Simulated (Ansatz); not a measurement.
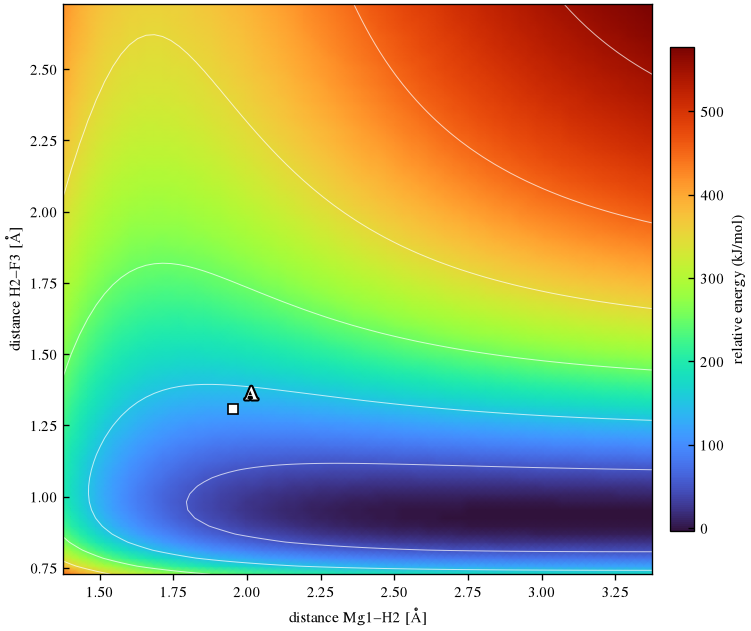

The system Mg + HF. Coordinates scanned: (1) distance Mg1–H2; (2) distance H2–F3. Nothing is relaxed (the angle Mg1–H2–F3 is fixed at 120 degrees). Grid: 14 × 14 points. All energies are given in kJ/mol relative to Mg far from the relaxed HF (each part in its own basis). The reference is spin-restricted, so regions where a bond is pulled apart into radicals lie too high. These are results of RKS r2SCAN-D4/aug-cc-pVTZ (Ansatz), not measurements.

The picture shows a smooth colour map with a few white contour lines, the point A. Between grid points the surface is interpolated.

**Is A at rest? If not, where is it pushed?**

A, at distance Mg1–H2 = 1.954 Å, distance H2–F3 = 1.306 Å, is not a stationary point. The computed force is nearly zero along distance Mg1–H2 and 340 kJ/mol for each Å towards smaller values of distance H2–F3.
